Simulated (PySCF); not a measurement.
# C4H9N, SMILES `C[CH]1C[CH]1N`: electronic structure

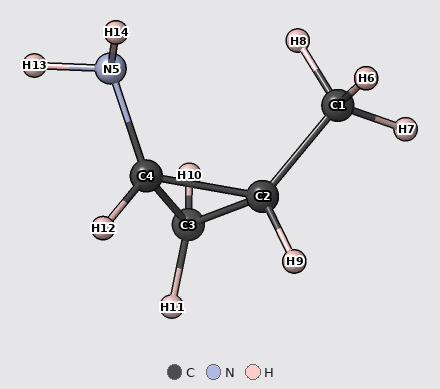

The molecule, with its atoms numbered as below. No frequency check shows the geometry to be a minimum.

Coordinates in Å:

```
C1       1.5510    0.7480   -0.1500
C2       0.7207   -0.3622    0.4402
C3      -0.0841   -1.2484   -0.4655
C4      -0.7800   -0.2640    0.4296
N5      -1.3723    0.8820   -0.2011
H6       1.7920    1.4887    0.6108
H7       2.4829    0.3545   -0.5529
H8       0.9959    1.2357   -0.9460
H9       1.1647   -0.8329    1.3104
H10     -0.0720   -1.0144   -1.5182
H11     -0.1615   -2.3016   -0.2423
H12     -1.3027   -0.6748    1.2982
H13     -2.3099    0.6691   -0.5242
H14     -1.4286    1.6614    0.4461
```

### 1. Bonding charge

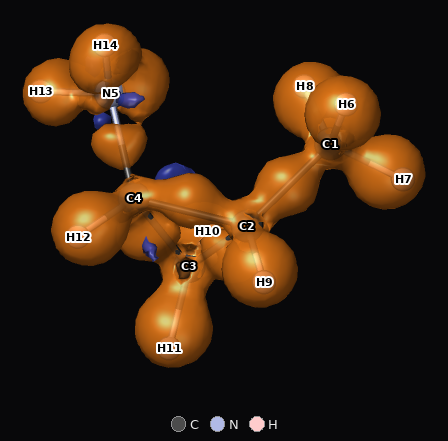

Deformation density (molecule less spherical, spin-averaged free atoms at the same positions), surfaces at ±0.16 e/Å³; orange: gain, blue: loss.

Method: B3LYP/cc-pVDZ; geometry: GFN2-xTB; program: PySCF.

**How much density has each bond gained at its critical point, relative to the free atoms?**

The five largest and four smallest: N5–H13: +0.80 e/Å³ at the bond critical point (bond length 1.01 Å, Mayer order 1.0). N5–H14: +0.80 e/Å³ at the bond critical point (bond length 1.01 Å, Mayer order 1.0). C3–H10: +0.68 e/Å³ at the bond critical point (bond length 1.08 Å, Mayer order 0.9). C1–H8: +0.68 e/Å³ at the bond critical point (bond length 1.09 Å, Mayer order 0.9). C2–H9: +0.68 e/Å³ at the bond critical point (bond length 1.08 Å, Mayer order 1.0). C2–C4: +0.34 e/Å³ at the bond critical point (bond length 1.50 Å, Mayer order 1.0). C3–C4: +0.34 e/Å³ at the bond critical point (bond length 1.50 Å, Mayer order 1.0). C4–N5: +0.33 e/Å³ at the bond critical point (bond length 1.44 Å, Mayer order 1.1). C2–C3: +0.32 e/Å³ at the bond critical point (bond length 1.50 Å, Mayer order 1.0). In all, 2.9 electrons gather in the regions of gain relative to the promolecule.

**Where do the Hirshfeld charges lie?**

The highest Hirshfeld charge is on H13 (+0.11 e), the lowest on N5 (−0.21 e).

```csv
atom,charge (e)
C1,−0.11
C2,−0.03
C3,−0.09
C4,0.00
N5,−0.21
H6,+0.03
H7,+0.03
H8,+0.03
H9,+0.03
H10,+0.04
H11,+0.04
H12,+0.02
H13,+0.11
H14,+0.10
```

### 2. Bond critical points

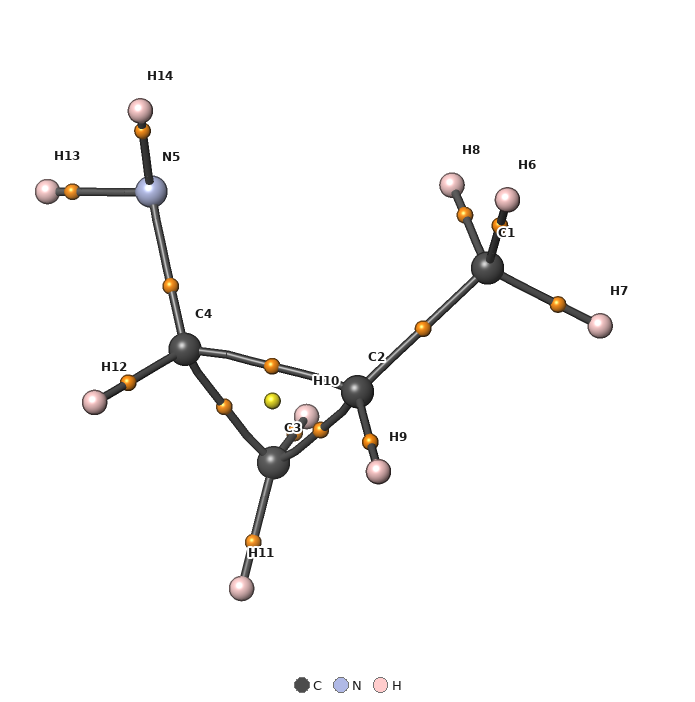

Molecular graph of the electron density (QTAIM): bond paths, bond critical points (orange), ring points (yellow, if any); weak paths are dashed.

**How many critical points of each kind are there, and does the count close?**

14 nuclei, 14 bond, 1 ring and 0 cage critical points: 14 − 14 + 1 − 0 = 1, as the Poincaré–Hopf relation requires.

**Give the properties at the bond critical points.**

```csv
bond,length (Å),ρ (a.u.),∇²ρ (a.u.),ε,H (a.u.)
N5–H13,1.014,0.332,−1.48,0.05,−0.425
N5–H14,1.015,0.332,−1.48,0.05,−0.425
C3–H10,1.078,0.281,−1.04,0.04,−0.305
C3–H11,1.079,0.280,−1.03,0.03,−0.302
C2–H9,1.084,0.280,−1.01,0.03,−0.299
C1–H8,1.086,0.279,−1.03,0.00,−0.301
C4–N5,1.436,0.278,−0.75,0.02,−0.316
C4–H12,1.094,0.276,−0.98,0.06,−0.290
C1–H7,1.089,0.274,−0.97,0.01,−0.291
C1–H6,1.089,0.274,−0.97,0.01,−0.290
C1–C2,1.507,0.250,−0.54,0.03,−0.198
C2–C4,1.504,0.241,−0.41,0.52,−0.190
C3–C4,1.502,0.241,−0.41,0.53,−0.190
C2–C3,1.501,0.239,−0.39,0.50,−0.188
```

**What kind of interaction is C4–H12?**

Shared-shell (covalent): ρ = 0.276, ∇²ρ = −0.98, H = −0.290 a.u.

### 3. Electrostatic potential

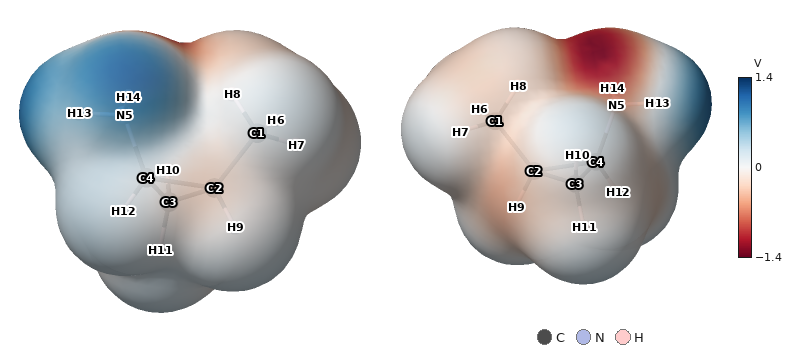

Electrostatic potential on the surface of electron density 0.001 a.u. (back view left, front view right).

**Where are the extremes of the potential on the surface?**

Highest: 1.01 V, 1.3 Å from H13. Further maxima include 0.31 V, 1.4 Å from H11; 0.31 V, 1.4 Å from H12. Lowest: −1.31 V, about equally far (1.9 Å) from N5 and H8. Further minima include −0.49 V, off the C2–C3 bond (2.0 to 2.2 Å from its atoms); −0.31 V, off the C3–H11 bond (1.9 to 2.0 Å from its atoms). The surface is sampled at points, so like sites can differ by a few per cent and only the strongest of them is named.

### 4. Excited states

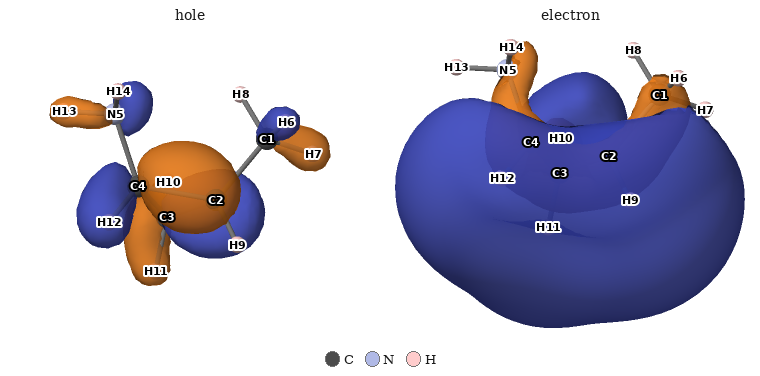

Leading natural transition orbital pair of S₂ (CIS singlet states); the surfaces enclose about 78 % of each orbital's density.

Method: HF/6-311G**; geometry: GFN2-xTB; program: PySCF. Without diffuse functions Rydberg states are missing, so the states' numbers hold for this basis only.

**Where does the state lie, and where do hole and electron sit?**

9.06 eV (137 nm), f = 0.028, partly diffuse acceptor orbital, which a basis without diffuse functions describes poorly; the leading pair carries 88 %; hole on C2 (30 %), C4 (20 %) and C3 (15 %), electron on H9 (20 %), H12 (17 %) and C2 (13 %) (atom shares of so diffuse an orbital are rough); their centroids lie 1.1 Å apart. The HOMO–LUMO gap is 14.32 eV.

### 5. Localised orbitals

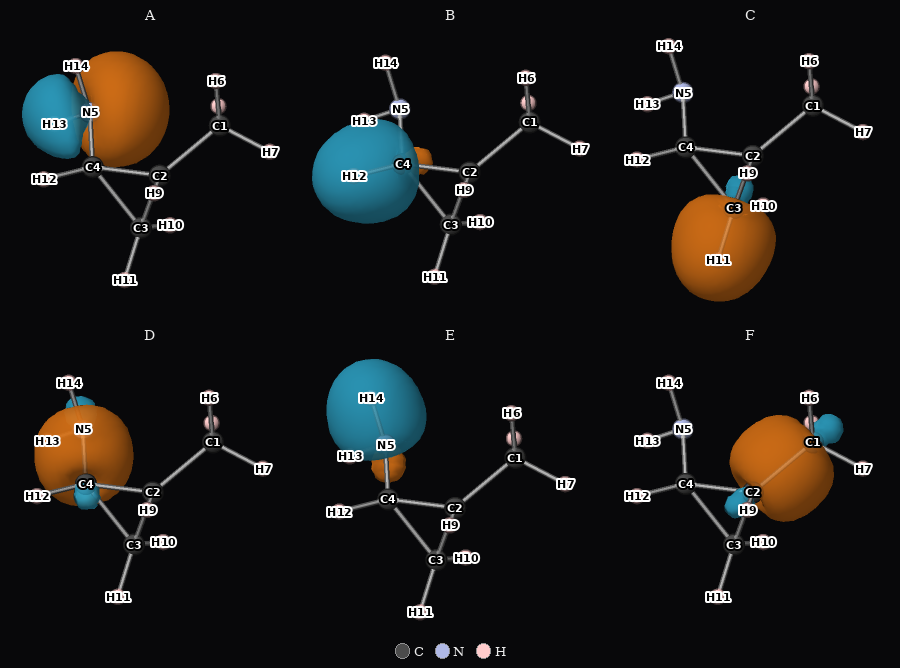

Pipek–Mezey orbitals, occupied; each surface holds about 85 % of the orbital's density. Energies are diagonal elements of the Fock matrix.

PySCF calculation, TPSS/6-31+G*, gas phase; geometry: GFN2-xTB.

**Name the orbitals, with their atomic make-up and energies.**

By panel:
- A: lone pair on N5 (sp4-type) (N5 97 %; −6.8 eV)
- B: σ bond C4–H12 (C4 55 %, H12 45 %; −12.2 eV)
- C: σ bond C3–H11 (C3 55 %, H11 44 %; −12.0 eV)
- D: σ bond N5–C4 (N5 56 %, C4 43 %; −15.4 eV)
- E: σ bond N5–H14 (N5 60 %, H14 39 %; −14.7 eV)
- F: σ bond C2–C1 (C2 50 %, C1 49 %; −12.6 eV)

**How do all the valence pairs divide up?**

15 pairs: 14 σ bonds and 1 lone pair.

### 6. Magnetic shielding

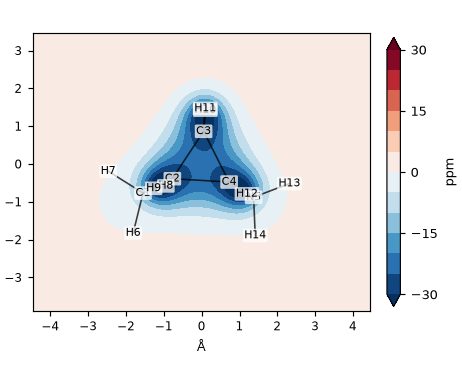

NICSzz (the component normal to the ring) 1.0 Å above the plane of the 3-membered ring C2/C3/C4; GIAO shieldings; atoms are projected onto the map; negative values mean shielding.

Method: PBE0/def2-SVP; geometry: GFN2-xTB; program: PySCF.

**Is the ring aromatic by this magnetic criterion?**

It is shielded above its centre; its σ bonds alone give such values, so they don't measure π aromaticity: NICS(0) = −43.9, NICS(1) = −8.9 and −7.2, NICS(1)zz = −23.8 and −17.4 (two faces) ppm.

**What absolute proton shieldings does the same calculation give?**

From 29.5 ppm (H12) to 31.9 ppm (H10).

The PySCF runs shown took 16 s, 2.6 min, 34 s and 29 s on 1 thread of Arm Neoverse V1 (shared host).
